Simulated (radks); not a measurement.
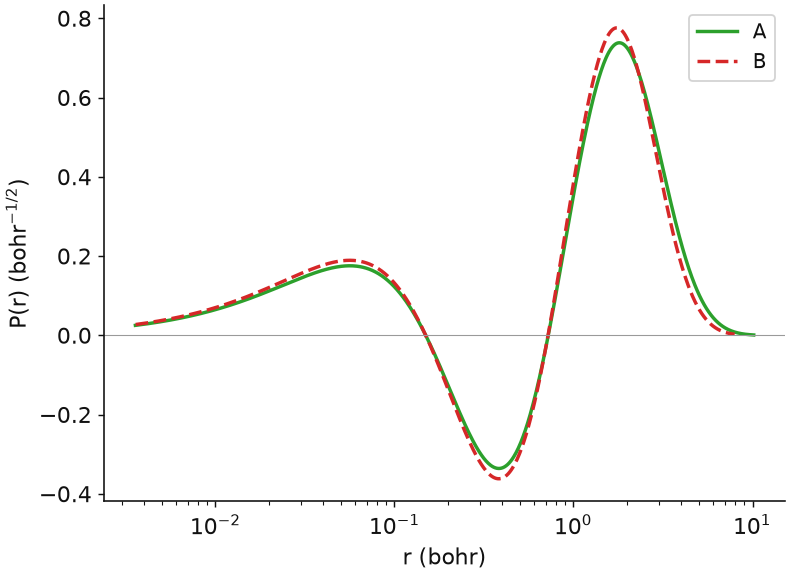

Two charge states of silicon were computed: Si in [Ne] 3s2 3p2 (high spin); Si⁺ in [Ne] 3s1 3p2 (high spin). Level of theory: non-relativistic Kohn-Sham, PBE, spin-polarised, spherical densities, point nucleus. Computed with the in-house radial solver radks.

The plot shows P(r) = r R(r) of the 3s up orbital in both runs.

**Which curve belongs to which run?**

A is Si in [Ne] 3s2 3p2 (high spin) (⟨r⟩ = 2.17 bohr, eigenvalue −11.3 eV); B is Si⁺ in [Ne] 3s1 3p2 (high spin) (⟨r⟩ = 2.03 bohr, eigenvalue −20.8 eV). Fewer electrons screen less, so the orbital shrinks.
